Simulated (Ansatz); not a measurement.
System GaSb (space group F-43m, No. 216); source of the atomic positions: a calculation's input that goes back to an entry of the Crystallography Open Database (an earlier step may have relaxed or displaced it).

```
Ga Sb
1.0
     6.11800    0.00000    0.00000
     0.00000    6.11800    0.00000
     0.00000    0.00000    6.11800
Ga Sb
4 4
Direct
  0.00000 0.00000 0.00000
  0.00000 0.50000 0.50000
  0.50000 0.00000 0.50000
  0.50000 0.50000 0.00000
  0.25000 0.25000 0.25000
  0.25000 0.75000 0.75000
  0.75000 0.25000 0.75000
  0.75000 0.75000 0.25000
```

Bonds are taken as Ga–Sb below 3 Å; no other contact counts. Atoms with one bond or none are removed and atoms with two bonds are replaced by edges, until no such atom is left.

Derive the underlying net.

The result is a uninodal 4-connected, three-periodic net: Ga and Sb are 4-connected nodes. It is the dia net, known from diamond, zinc blende and cristobalite. It is a single net, without interpenetration.

```json
{"node": "Ga and Sb", "links": "4", "point symbol": "6⁶", "coordination sequence": "4 12 24 42 64 92"}
```

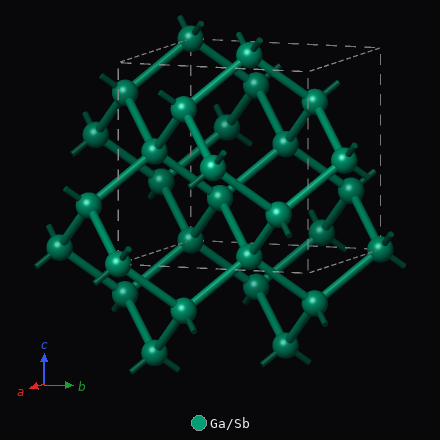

Nodes are coloured by topological kind. Edges to nodes outside the piece are drawn as stubs.
